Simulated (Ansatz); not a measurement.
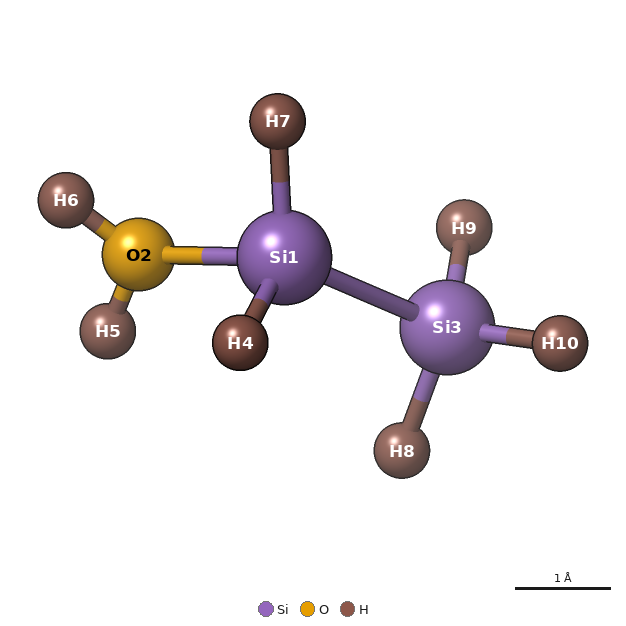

State: charge +1, singlet. The geometry was computed by an optimisation with PBE-D4/def2-SVP. No frequency run is at hand to confirm it as a minimum.

> What is the geometry at Si3?

Si3 has 4 neighbours (Si1 at 2.36, H8 at 1.50, H9 at 1.50, H10 at 1.50 Å); the arrangement is tetrahedral.
